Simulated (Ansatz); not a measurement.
AlH···HCl

Input file:

```
crystal:
  periodic: [false, false, false]
  atoms:
    - { symbol: Al, position_ang: [-0.141099, 0.0, -1.022325] }
    - { symbol: Cl, position_ang: [1.681514, 0.0, 1.880755] }
    - { symbol: H, position_ang: [2.088522, 0.0, 0.600404] }
    - { symbol: H, position_ang: [-1.681938, 0.0, -0.334634] }
basis:
  gaussian: { orbitals: def2-SVP }
hamiltonian:
  xc: revpbe
  dispersion: d4
relax:
  f_tol: 0.03
  max_steps: 50
output:
  orbitals: {}
```

Command:

```sh
ansatz run input.yaml --threads 1 --pin off --max-ram 2048MiB --backend cpu --events-out ev --progress --plain --runs-dir out
```

The fields are those of the run's last geometry, not of the input's.

The calculation used RKS revPBE-D4/def2-SVP in Ansatz.

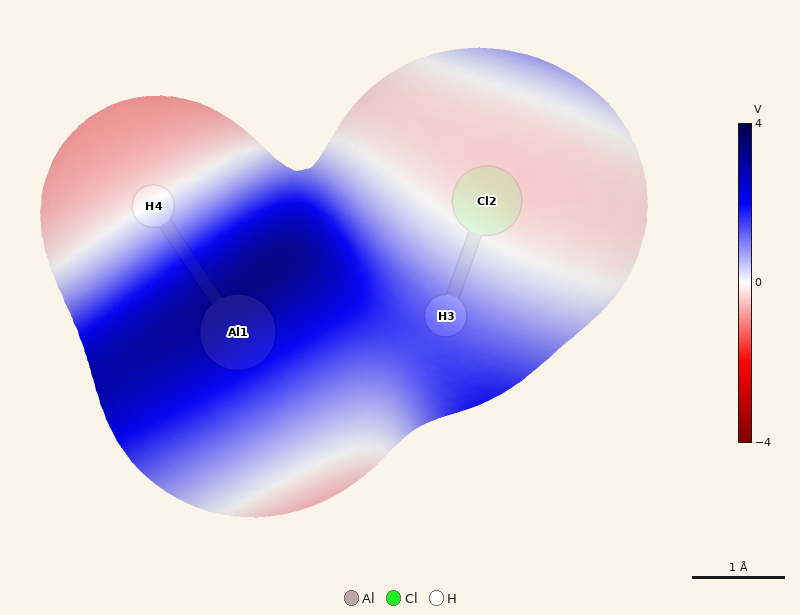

Figure 1. The electrostatic potential painted on the density surface at 0.004 e/bohr³, seen across its widest extent; the colour scale runs from red (negative) to blue (positive).

Q: Which sites attract a positive test charge, and which a negative one?

A: A positive charge is drawn to the negative regions and a negative charge to the positive ones. The most negative region (about −0.8 V, or −18 kcal/mol for a unit charge) lies over H4, the most positive (about +3.3 V, or +76 kcal/mol for a unit charge) over Al1. Cl2 shows a σ-hole: about +0.7 V, or +16 kcal/mol for a unit charge at the tip opposite its bond, against about −0.2 V on its flanks.

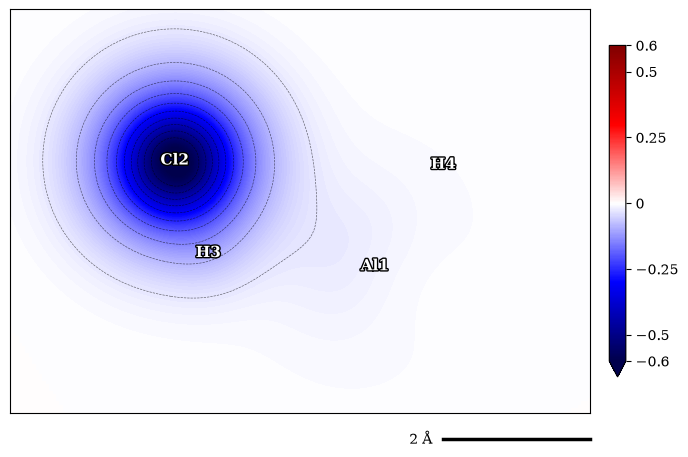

Figure 2. The HOMO−1 on a plane 0.8 Å above the molecular plane (values in Å⁻³ᐟ²; the overall sign is arbitrary).

Q: Describe this orbital and give its energy.

A: By Hirshfeld shares it lies mainly on Cl2 (about 95 %); it changes sign across the molecular plane (π type). Its energy is −7.89 eV.

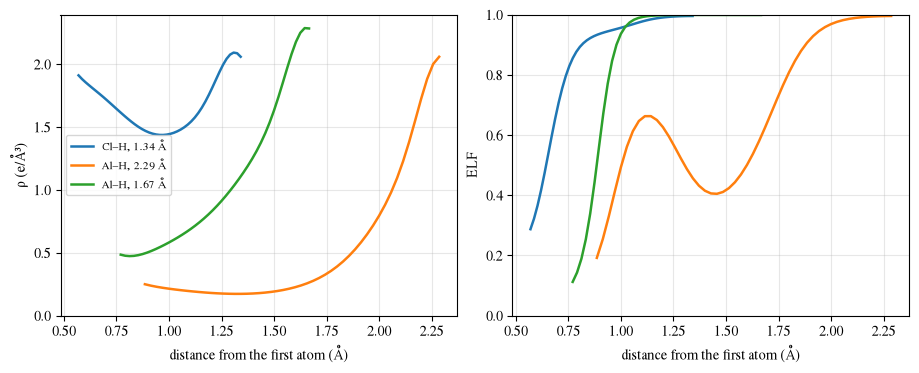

Figure 3. Total electron density and electron localisation function along straight lines between neighbouring atoms. The curves leave out the atomic cores.

Q: What can be read from the curves?

A: Cl–H (1.34 Å): the density is about 1.8 e/Å³ at the midpoint; the ELF climbs to about 1 towards the hydrogen, as it does in any bond to H.
Al1···H3 (2.29 Å): the density falls to about 0.17 e/Å³ on the way; the ELF climbs to about 1 towards the hydrogen.
Al–H (1.67 Å): ρ at the midpoint is about 0.48 e/Å³; the ELF climbs to about 1 towards the hydrogen.
